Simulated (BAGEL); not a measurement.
# BH3BrO− (SMILES O[BH2-]Br) at HF/6-31G(d) (density fitting with qzvpp-jkfit, spherical functions)

Aim: the energy change on altering one bond length of BH3BrO− at HF/6-31G* (density fitting with qzvpp-jkfit, spherical functions), from 2 runs. 

The results are computed with BAGEL 1.2.2.

8 further runs of the same task are left out: 6 that didn't finish, 2 set aside as unsound or not needed. Runs told in other sessions of the task aren't counted.

## (1) Starting point

The species is BH3BrO− (6 atoms), meant as a singlet with charge -1. SMILES: `O[BH2-]Br`. The shape is that of a GFN2-xTB optimisation. This is one conformer, not always the lowest.

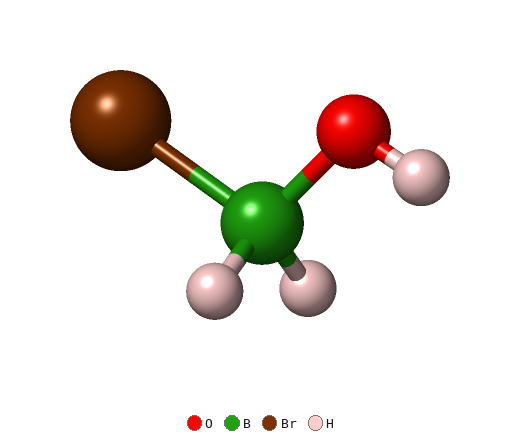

The structure, seen from a chosen angle (oxygen red, boron green, bromine brown, hydrogen pink).

## (2) A single-point energy at HF/6-31G(d) (density fitting with qzvpp-jkfit, spherical functions)

Contents of input.json:

```json
{ "bagel": [

{
  "title": "molecule",
  "basis": "6-31gs.json",
  "df_basis": "qzvpp-jkfit",
  "angstrom": true,
  "geometry": [
    { "atom": "O", "xyz": [      -0.916460,      -0.732450,      -0.149690 ] },
    { "atom": "B", "xyz": [       0.226520,       0.173640,       0.035190 ] },
    { "atom": "Br", "xyz": [       1.516860,      -0.770630,       1.251950 ] },
    { "atom": "H", "xyz": [      -1.558130,      -0.301590,      -0.708590 ] },
    { "atom": "H", "xyz": [       0.820470,       0.405600,      -1.015130 ] },
    { "atom": "H", "xyz": [      -0.089260,       1.225430,       0.586270 ] }
  ]
},

{
  "title": "hf",
  "charge": -1
},

{
  "title": "print",
  "file": "orbitals.molden",
  "orbitals": true
}

]}
```

The basis set 6-31G* is read from a file made from the Basis Set Exchange's data (not shown).

Run with:

```sh
BAGEL_NUM_THREADS=1 BAGEL input.json > input.out
```

The program printed:

```text
* using 1 threads per process

  ===============================================================
  ===============================================================

  *** Geometry ***

  { "atom" : "O", "xyz" : [     -1.731858,     -1.384130,     -0.282873 ] },
  { "atom" : "B", "xyz" : [      0.428061,      0.328132,      0.066499 ] },
  { "atom" : "Br", "xyz" : [      2.866450,     -1.456280,      2.365843 ] },
  { "atom" : "H", "xyz" : [     -2.944439,     -0.569923,     -1.339041 ] },
  { "atom" : "H", "xyz" : [      1.550464,      0.766473,     -1.918318 ] },
  { "atom" : "H", "xyz" : [     -0.168677,      2.315727,      1.107890 ] },

  Number of auxiliary basis functions:      472

  Since a DF basis is specified, we compute 2- and 3-index integrals:
    o Being stored without compression. Storage requirement is 0.016 GB

  Number of basis functions:       66
  Number of electrons      :       51

    * METHOD: MOLECULE                             0.19

  *** RHF ***

  === Nuclear Repulsion ===
   146.8018949104

      * DIIS with orbital gradients will be used.

  === RHF iteration (6-31gs.json) ===
      0      -2673.29204117          0.02225892           0.06
      1      -2673.41034412          0.01340722           0.05
      2      -2673.46661403          0.00149640           0.05
      3      -2673.46764088          0.00037504           0.06
      4      -2673.46769200          0.00009439           0.05
      5      -2673.46769672          0.00002333           0.05
      6      -2673.46769718          0.00000696           0.05
      7      -2673.46769722          0.00000145           0.05
      8      -2673.46769722          0.00000039           0.05
      9      -2673.46769722          0.00000013           0.05
     10      -2673.46769722          0.00000004           0.05
     11      -2673.46769722          0.00000001           0.05
     12      -2673.46769722          0.00000000           0.05
    * SCF iteration converged.

    * Permanent dipole moment:
           (   -0.198781,     0.213760,    -0.240385) a.u.

    * METHOD: HF                                   0.89

    * METHOD: PRINT                                0.01

  ===============================================================
```

It took 1.3 s on 1 thread of Arm Neoverse V2, shared host; peak memory 0.097 GiB.

## (3) The distorted shape

Contents of hf.json:

```json
{ "bagel" : [

{
  "title" : "molecule",
  "basis" : "6-31gs.json",
  "df_basis" : "qzvpp-jkfit",
  "angstrom" : true,
  "geometry" : [
    { "atom" : "O", "xyz" : [      -0.723926,      -0.861730,       0.018009 ] },
    { "atom" : "B", "xyz" : [       0.419054,       0.044360,       0.202889 ] },
    { "atom" : "Br", "xyz" : [       1.709394,      -0.899910,       1.419649 ] },
    { "atom" : "H", "xyz" : [      -1.558130,      -0.301590,      -0.708590 ] },
    { "atom" : "H", "xyz" : [       1.013004,       0.276320,      -0.847431 ] },
    { "atom" : "H", "xyz" : [       0.103274,       1.096150,       0.753969 ] }
  ]
},

{
  "title" : "hf",
  "charge" : -1
},

{
  "title" : "print",
  "file" : "orbitals.molden",
  "orbitals" : true
}

]}
```

The basis set 6-31G* is read from a file made from the Basis Set Exchange's data (not shown).

Run with:

```sh
BAGEL_NUM_THREADS=1 BAGEL hf.json > hf.out
```

The program printed:

```text
* using 1 threads per process

  ===============================================================
  ===============================================================

  *** Geometry ***

  { "atom" : "O", "xyz" : [     -1.368022,     -1.628434,      0.034032 ] },
  { "atom" : "B", "xyz" : [      0.791897,      0.083828,      0.383405 ] },
  { "atom" : "Br", "xyz" : [      3.230287,     -1.700583,      2.682748 ] },
  { "atom" : "H", "xyz" : [     -2.944439,     -0.569923,     -1.339041 ] },
  { "atom" : "H", "xyz" : [      1.914300,      0.522169,     -1.601413 ] },
  { "atom" : "H", "xyz" : [      0.195160,      2.071423,      1.424795 ] },

  Number of auxiliary basis functions:      472

  Since a DF basis is specified, we compute 2- and 3-index integrals:
    o Being stored without compression. Storage requirement is 0.016 GB

  Number of basis functions:       66
  Number of electrons      :       51

    * METHOD: MOLECULE                             0.19

  *** RHF ***

  === Nuclear Repulsion ===
   145.2841824403

      * DIIS with orbital gradients will be used.

  === RHF iteration (6-31gs.json) ===
      0      -2673.20459370          0.02394318           0.06
      1      -2673.32369338          0.01691604           0.05
      2      -2673.41577670          0.00187305           0.05
      3      -2673.41761803          0.00054742           0.05
      4      -2673.41774852          0.00017020           0.05
      5      -2673.41777041          0.00004664           0.05
      6      -2673.41777276          0.00001339           0.05
      7      -2673.41777294          0.00000467           0.05
      8      -2673.41777295          0.00000244           0.05
      9      -2673.41777296          0.00000108           0.06
     10      -2673.41777296          0.00000030           0.05
     11      -2673.41777296          0.00000010           0.05
     12      -2673.41777296          0.00000004           0.05
     13      -2673.41777296          0.00000001           0.05
     14      -2673.41777296          0.00000001           0.05
    * SCF iteration converged.

    * Permanent dipole moment:
           (   -0.280662,     0.225105,    -0.291606) a.u.

    * METHOD: HF                                   0.99

    * METHOD: PRINT                                0.01

  ===============================================================
```

Wall time 1.4 s (1 thread of Arm Neoverse V2, shared host); peak memory 0.098 GiB.

## (4) Summary of results

Level: HF/6-31G* (density fitting with qzvpp-jkfit, spherical functions).

| quantity | value |
| --- | --- |
| first shape: total energy | -2673.46770 Eh |
| first shape: HOMO energy | -4.34 eV |
| first shape: LUMO energy | 11.31 eV |
| first shape: HOMO–LUMO gap (to an unbound level, set by the basis) | 15.64 eV |
| distorted shape: total energy | -2673.41777 Eh |
| distorted shape: HOMO energy | -4.38 eV |
| distorted shape: LUMO energy | 9.38 eV |
| distorted shape: HOMO–LUMO gap (to an unbound level, set by the basis) | 13.77 eV |
| energy change with the O1–H4 bond stretched from 0.954 to 1.240 Å | 1.359 eV |

**Reading.** With the O1–H4 bond stretched from 0.954 to 1.240 Å the energy rises by 1.36 eV (31 kcal/mol). The first shape isn't relaxed at this level, so the change isn't measured from a minimum.
